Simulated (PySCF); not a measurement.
**SiH2F (SMILES F[SiH2]): UPBE/STO-3G**

Aim: the vertical ionisation energy of SiH2F at UPBE/STO-3G, from 2 runs. Input form: a Python script.

The calculation is run with PySCF 2.14.0.

8 further runs of the same task are left out: 8 set aside as unsound or not needed.

## 1. Starting point

The species is SiH2F (4 atoms), meant as a doublet with charge 0. SMILES: `F[SiH2]`. The coordinates come from a GFN2-xTB relaxation.

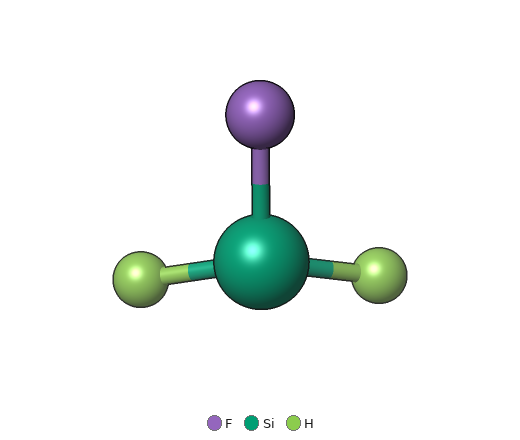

Viewed from a chosen angle; fluorine purple, silicon teal, hydrogen green.

## 2. The energy at UPBE/STO-3G

mol.xyz reads:

```xyz
4
FH2Si
F      1.205590     0.647540    -0.425510
Si    -0.122150    -0.264920    -0.246870
H     -1.219930     0.678520    -0.261640
H      0.136490    -1.061140     0.934020
```

input.py reads:

```python
from pyscf import gto, dft

mol = gto.M(
    atom='mol.xyz',
    spin=1,
    verbose=3,
    basis='sto-3g',
    max_memory=1860,
)

myscf = dft.UKS(mol)
myscf.xc = 'pbe'
myscf.grids.level = 5
myscf.conv_tol = 1e-10
myscf.kernel()
if not myscf.converged:
    myscf = myscf.newton().run(myscf.mo_coeff, myscf.mo_occ)

e_tot = myscf.e_tot
print('E = %.10f Eh' % e_tot)
```

The run is started by

```sh
OMP_NUM_THREADS=1 python input.py
```

Standard output:

```text
WARN: HOMO -0.121676910506504 >= LUMO -0.121676910506503

converged SCF energy = -385.394983268659  <S^2> = 0.75025491  2S+1 = 2.0002549
E = -385.3949832687 Eh
```

Run time: 3.3 s. Hardware: 1 thread of Arm Neoverse V2, shared host; peak memory 0.19 GiB.

## 3. The singlet cation at the same level

geometry.xyz reads:

```xyz
4
FH2Si
F      1.205590     0.647540    -0.425510
Si    -0.122150    -0.264920    -0.246870
H     -1.219930     0.678520    -0.261640
H      0.136490    -1.061140     0.934020
```

calc.py reads:

```python
from pyscf import gto, dft

molecule = gto.M(
    atom='geometry.xyz',
    verbose=3,
    max_memory=1860,
    charge=1,
    basis='sto-3g',
)

mf = dft.RKS(molecule, xc='pbe')
mf.grids.level = 5
mf.conv_tol = 1e-10
mf.kernel()
if not mf.converged:
    mf = mf.newton().run(mf.mo_coeff, mf.mo_occ)

energy = mf.e_tot
print('E(%s) = %.9f' % ('PBE', energy))
```

The run is started by

```sh
OMP_NUM_THREADS=1 python calc.py
```

Standard output:

```text
converged SCF energy = -385.183892727568
E(PBE) = -385.183892728
```

Run time: 2 s. Hardware: 1 thread of Arm Neoverse V2, shared host; peak memory 0.18 GiB.

## 4. Summary of results

Level: UPBE/STO-3G.

| quantity | value |
| --- | --- |
| doublet SiH2F: total energy | -385.39498 Eh |
| doublet SiH2F: dipole moment | 0.42 D |
| doublet SiH2F: HOMO energy (highest over α and β) | -0.92 eV |
| doublet SiH2F: LUMO energy (lowest over α and β) | 0.66 eV |
| doublet SiH2F: ⟨S²⟩ | 0.750 |
| singlet cation: total energy | -385.18389 Eh |
| singlet cation: HOMO energy | -13.09 eV |
| singlet cation: LUMO energy | -10.39 eV |
| singlet cation: HOMO–LUMO gap | 2.69 eV |
| vertical ionisation energy (to the singlet cation) | 5.744 eV |

What this shows: Removing an electron at fixed nuclei costs 5.74 eV (554 kJ/mol). Only the singlet of the ionised species was computed; a triplet could lie lower. In a minimal basis such a difference can be off by several eV, whatever the method. Mulliken charges (singlet cation) run from +0.00 on F1 to +0.92 on Si2; they depend strongly on the basis.
